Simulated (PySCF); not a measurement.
**CFO, doublet, SMILES `F[C]=O`: what the electrons do**

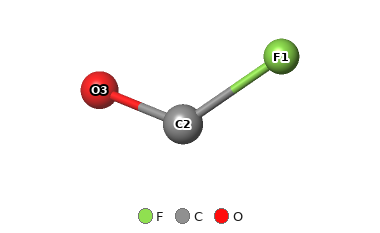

The molecule, with its atoms numbered as below. No frequency check shows the geometry to be a minimum.

Cartesian coordinates (Å):

```
F1      -1.0961   -0.1238    0.0000
C2       0.1191    0.4060    0.0000
O3       1.1438   -0.1652    0.0000
```

Part 1: Bonding charge

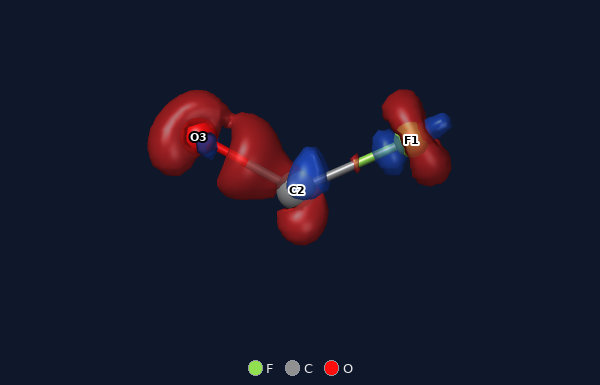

Deformation density (molecule less spherical, spin-averaged free atoms at the same positions), surfaces at ±0.2 e/Å³; red: gain, blue: loss.

PySCF calculation, BLYP/6-311+G**, gas phase; geometry: GFN2-xTB. The stability of the open-shell solution wasn't checked. GFN2-xTB doesn't know the spin state, so this open-shell geometry is rough.

Question: Describe the bonding that the map shows.

Answer: C2–O3: +0.65 e/Å³ at the bond critical point (bond length 1.17 Å). F1–C2: +0.04 e/Å³ at the bond critical point (bond length 1.33 Å); up to 0.6 Å beside the axis the gain reaches +0.23 e/Å³. In all, 0.6 electrons gather in the regions of gain relative to the promolecule. A small or negative value marks a very polar bond, one between electron-rich atoms, whose free-atom densities already overlap strongly, a long bond to a heavier atom, or a closed-shell contact such as a hydrogen bond.

Question: Where do the Hirshfeld charges lie?

Answer: The highest Hirshfeld charge is on C2 (+0.19 e), the lowest on O3 (−0.14 e).

```json
{"atom": "F1", "charge (e)": "−0.04"}
{"atom": "C2", "charge (e)": "+0.19"}
{"atom": "O3", "charge (e)": "−0.14"}
```

Part 2: Bond critical points

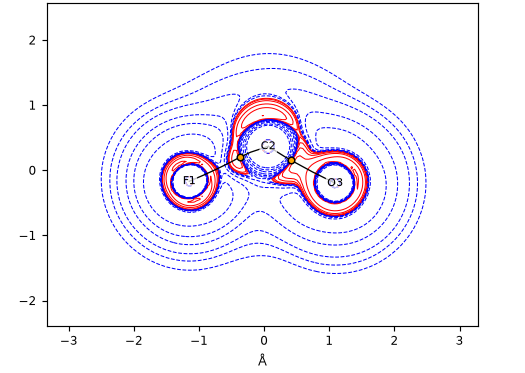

Negative Laplacian of the density (−∇²ρ) in the molecular plane (solid red lines positive, dashed blue lines negative, contours at ±0.02 to ±8 a.u.), with bond paths and bond critical points (dots).

Question: At which bond critical points in this plane is charge locally concentrated, and at which depleted?

Answer: Concentrated (∇²ρ < 0): F1–C2 (−0.11 a.u.). Depleted (∇²ρ > 0): C2–O3 (+0.27 a.u., H = −0.754). A positive Laplacian with clearly negative H marks a strongly polar covalent bond, whose critical point lies close to the core of the less electronegative atom.

Question: Where along C2–O3 does the critical point lie?

Answer: 0.40 Å from C2 and 0.77 Å from O3.

Part 3: Local ionisation energy

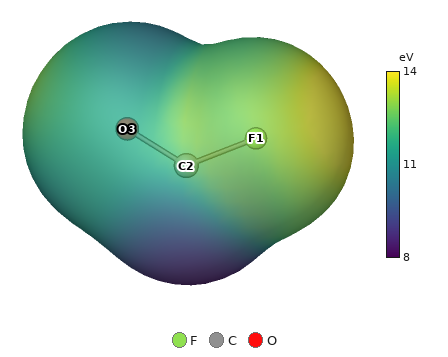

Average local ionisation energy on the surface of electron density 0.001 a.u.

Question: Where are the most loosely bound electrons on this surface?

Answer: The lowest value is 8.4 eV, 2.0 Å from C2. Further minima include 10.5 eV, 1.8 Å from O3; 10.9 eV, 1.8 Å from O3. For comparison, the highest occupied orbital lies at −6.5 eV.

Part 4: Spin density

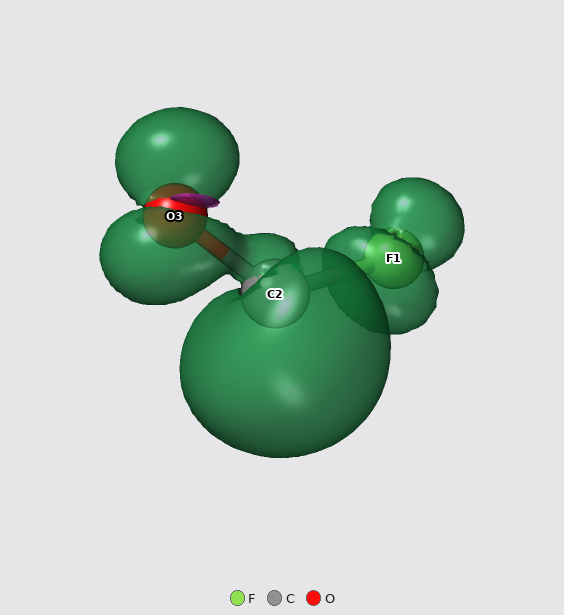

Spin density ρα − ρβ at ±0.03 e/Å³ (green: excess α, purple: excess β).

Question: Give the atomic spin populations that go with this picture.

Answer: Hirshfeld spin populations: C2 +0.61, O3 +0.22 and F1 +0.17. ⟨S²⟩ = 0.75, as for a pure state.

Part 5: In an electric field

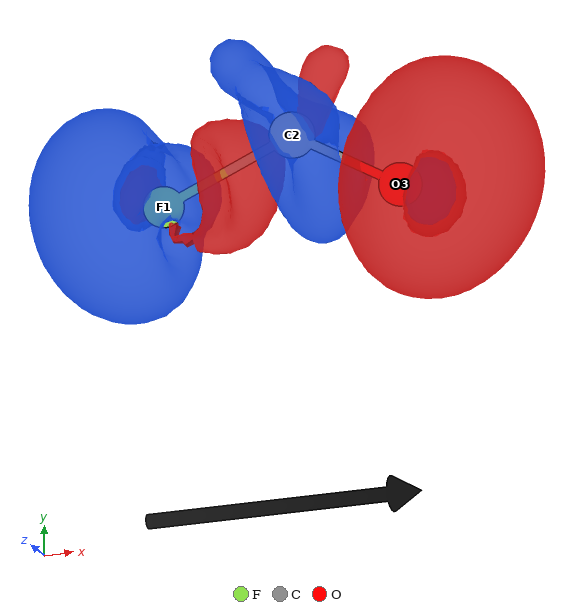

Change of the electron density in a uniform field of 0.10 V/Å along +x (arrow), surfaces at ±0.0006 e/Å³ (blue: gain, red: loss).

Computed with PySCF, BLYP/def2-SVPD, geometry: GFN2-xTB. The stability of the open-shell solution wasn't checked. GFN2-xTB doesn't know the spin state, so this open-shell geometry is rough.

The field was applied in both directions; the picture shows the one opposite to the script's first.

Question: How large is the response?

Answer: The induced dipole is 0.12 D (along the field); α along this axis, from the fields in both directions, is 23 bohr³ (3.4 Å³).

Part 6: Removing or adding an electron

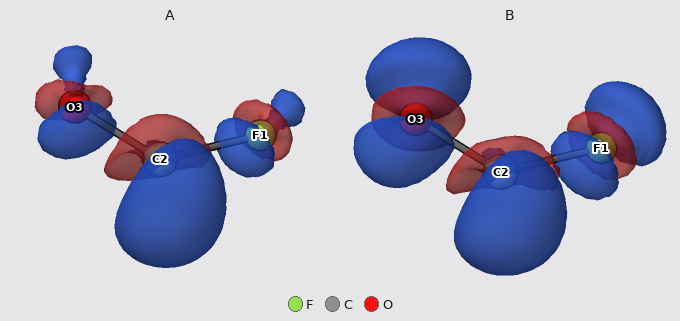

The two Fukui functions at ±0.06 e/Å³ (blue positive, red negative).

Computed with PySCF, r2SCAN/def2-SVPD, geometry: GFN2-xTB. GFN2-xTB doesn't know the spin state, so this open-shell geometry is rough.

Question: Which panel is f⁻ (electron removed) and which f⁺ (electron added)?

Answer: A is f⁺, B is f⁻. f⁻ (Hirshfeld-condensed) is largest on C2 (0.41), O3 (0.34) and F1 (0.24); the vertical ionisation energy is 11.53 eV (to the singlet cation, which needn't be its lowest state). f⁺ (Hirshfeld-condensed) is largest on C2 (0.52); the vertical electron affinity is 1.00 eV (to the singlet anion, which needn't be its lowest state; the anion's highest orbital has positive energy, so this value and f⁺ depend on the basis).

The PySCF runs shown took 7 s, 13 s and 18 s on 1 thread of AMD EPYC 7R43 64-Core Processor (Zen 3), on a shared host.
